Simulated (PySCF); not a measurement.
# BBrO (Bromine Oxoborane): the cost of one run

Computed with PySCF 2.14.0 and routines of our own; the level stands in each step. Atoms count from 0.

## 1. The starting structure

3 atoms, charge 0, multiplicity 1; geometry from: GFN2-xTB.

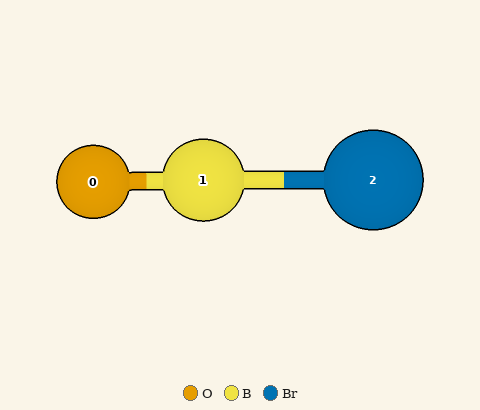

The starting geometry (oxygen amber, boron yellow, bromine blue).

## 2. Relaxing the molecule at PBE0-D3(BJ)/def2-SVP

What the job is given:

```
{"job": {"xc": "PBE0", "basis": "def2-SVP", "d3": "d3bj", "grid": 1, "maxiter": 30, "shake": 0.01, "kind": "geom"}, "charge": 0, "multiplicity": 1}
O     -1.348530     0.281750    -0.002210
B     -0.203750     0.100530    -0.006660
Br     1.558290    -0.205330    -0.010310
```

Launch:

```sh
$ OMP_NUM_THREADS=1 python heavy_run.py task.json out
```

The driver reads the jobs from task.json and runs them one after another.

Q: Estimate the wall time and peak memory of this first job on 1 thread of Arm Neoverse N1, shared host.

About 7.1 s, with a peak of 0.28 GiB.
